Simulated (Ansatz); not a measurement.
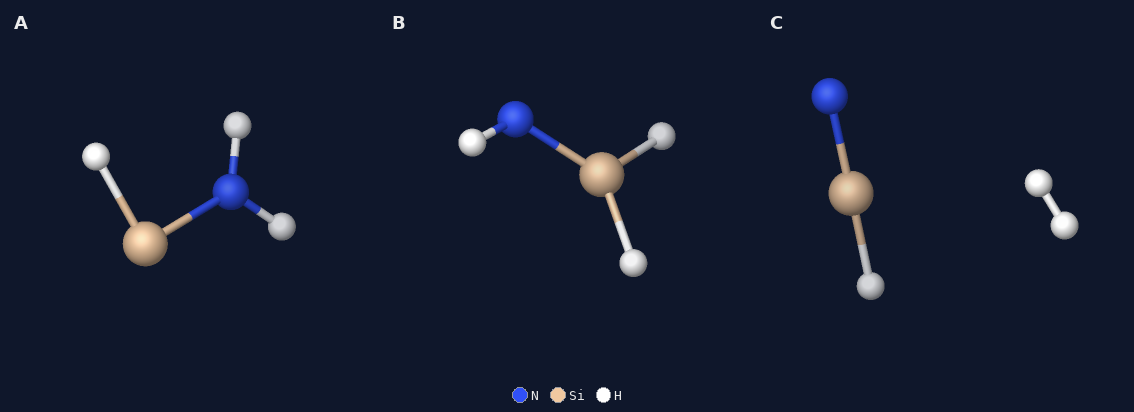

3 stationary structures of one formula. Geometries: PBE0-D4/def2-TZVP. Electronic energies: RHF-CCSD(T) (frozen core)/def2-TZVPP (Ansatz 0.2.0), without zero-point energy. No frequency run is at hand to confirm each as a minimum.

Rank them by energy, lowest first.

A is lowest (Cs); B lies 15.9 kcal/mol above it (Cs), C lies 86.8 kcal/mol above it (Cs).
